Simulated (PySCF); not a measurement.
## Frequency calculation of LaH$_{3}$O$_{3}$

The run: frequency calculation of LaH$_{3}$O$_{3}$. Method and program: RKS-based PBE0, La def2-SVP with ECP46, O def2-SVP, H def2-SVP; non-relativistic Hamiltonian with a scalar-relativistic core potential; density fitting (PySCF 2.14.0).

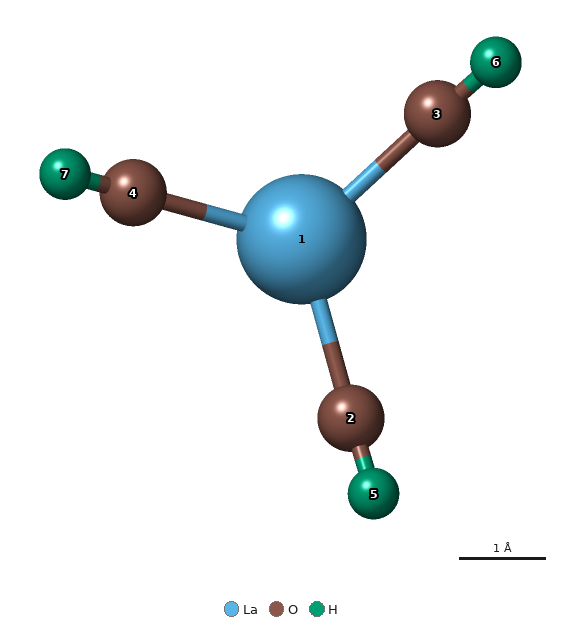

Fig. 1: The structure (ball-and-stick view, seen at a tilt; atoms are numbered from 1 in the order of the input). Sticks mark near contacts. Bond lengths as drawn: H–O 0.96 Å and La–O 2.18 Å.

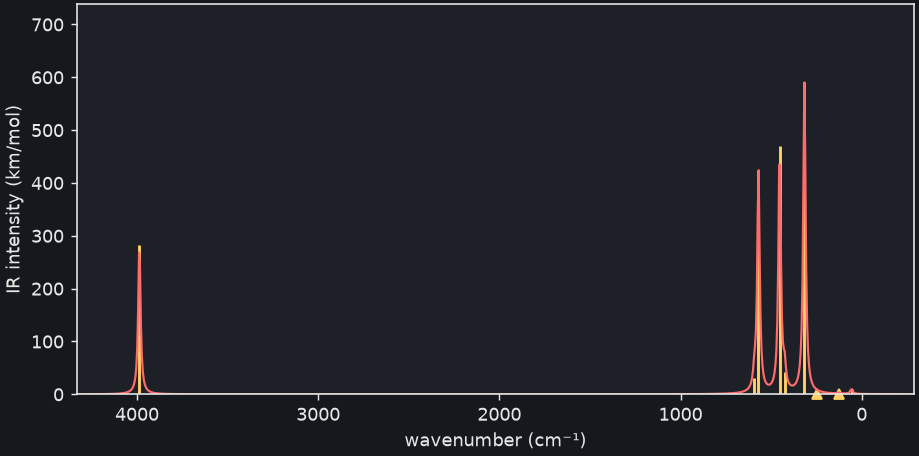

Fig. 2: Harmonic infrared spectrum, unscaled: sticks (degenerate modes added up, dark ones marked on the axis) with a Lorentzian envelope of 16 cm⁻¹ full width, scaled to the tallest stick. 15 modes from 56 to 3987 cm⁻¹, none imaginary. The strongest line is at 316 cm⁻¹ (590 km/mol). All modes, in cm⁻¹ (km/mol): 56 (9.4), 127 (1.0), 127 (1.0), 246 (0.0), 316 (295), 316 (295), 426 (21), 426 (21), 453 (471), 570 (213), 570 (213), 592 (31), 3987 (127), 3987 (127), 3987 (29).

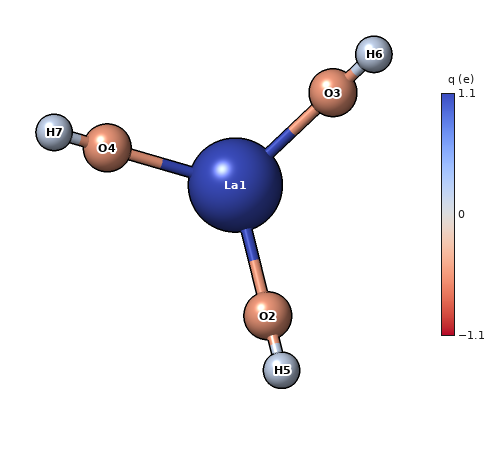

Fig. 3: Mulliken charges, as the colour of each atom (ball-and-stick view, seen on its broad side; atoms are numbered from 1 in the order of the input). By element: La +1.09, O −0.53 and H +0.17 e.

The input and output of the run follow.

**The input**
```python
from pyscf import gto, scf, dft
mol = gto.M(atom='''
La     0.000000     0.000000    -0.132803
O      2.096568    -0.371515     0.340208
O     -0.726542     2.001439     0.340208
O     -1.370026    -1.629924     0.340208
H      2.969418    -0.526186     0.701965
H     -1.029019     2.834684     0.701965
H     -1.940399    -2.308499     0.701965''',
    basis={'La': 'def2-SVP', 'O': 'def2-SVP', 'H': 'def2-SVP'},
    ecp={'La': 'def2-SVP'},
    charge=0, spin=0)
mf = dft.RKS(mol, xc='PBE0')
mf.grids.atom_grid = (75, 302)
mf.grids.prune = None
aux = {'La': 'def2-universal-JKFIT', 'O': 'def2-universal-JKFIT', 'H': 'def2-universal-JKFIT'}
mf = mf.density_fit(auxbasis=aux)
mf.conv_tol = 1e-09
mf.diis_space = 10
mf.max_cycle = 60
mf.verbose = 4
mf.kernel()
```

The script is an equivalent of the set-up of the self-consistent field. The run itself was carried out by a driver, which started from the orbitals of the step before it where there was one and computed the further properties.

Run as:
```bash
OMP_NUM_THREADS=2 python axn.py task.json out
```

**Output**
```
init E= -258.808785260403
  HOMO = -0.269674397046555  LUMO = -0.0457639485412535  gap/eV = 6.09291
cycle= 1 E= -258.808785260359  delta_E= 4.48e-11  |g|= 1.77e-05  |ddm|= 1.76e-05
  HOMO = -0.269677216510273  LUMO = -0.0457637187355537  gap/eV = 6.09300
cycle= 2 E= -258.808785260205  delta_E= 1.54e-10  |g|= 3.29e-05  |ddm|= 3.28e-05
  HOMO = -0.269675449766502  LUMO = -0.0457638683824122  gap/eV = 6.09294
cycle= 3 E= -258.808785260421  delta_E= -2.16e-10  |g|= 6.27e-07  |ddm|= 2.14e-05
  HOMO = -0.269675405955379  LUMO = -0.0457638708054091  gap/eV = 6.09294
cycle= 4 E= -258.808785260422  delta_E= -7.96e-13  |g|= 1.68e-08  |ddm|= 4.12e-07
  HOMO = -0.269675407818194  LUMO = -0.0457638690629771  gap/eV = 6.09294
Extra cycle  E= -258.808785260421  delta_E= 5.68e-13  |g|= 1.56e-08  |ddm|= 3.51e-08
converged SCF energy = -258.808785260421
```

**Results in brief**

```json
{"quantity": "outcome", "value": "converged"}
{"quantity": "total energy", "value": "−258.808785 hartree"}
{"quantity": "HOMO", "value": "−7.34 eV"}
{"quantity": "LUMO", "value": "−1.25 eV"}
{"quantity": "zero-point energy", "value": "0.036875 hartree"}
{"quantity": "dipole moment", "value": "1.63 D"}
{"quantity": "wavenumbers, lowest and highest", "value": "56 and 3987 cm⁻¹"}
{"quantity": "hardware", "value": "2 threads of Arm Neoverse N1, 54 GiB of memory available, shared host"}
{"quantity": "wall time", "value": "5.7 min (CPU time 7.1 min)"}
{"quantity": "peak memory", "value": "2 GiB"}
```
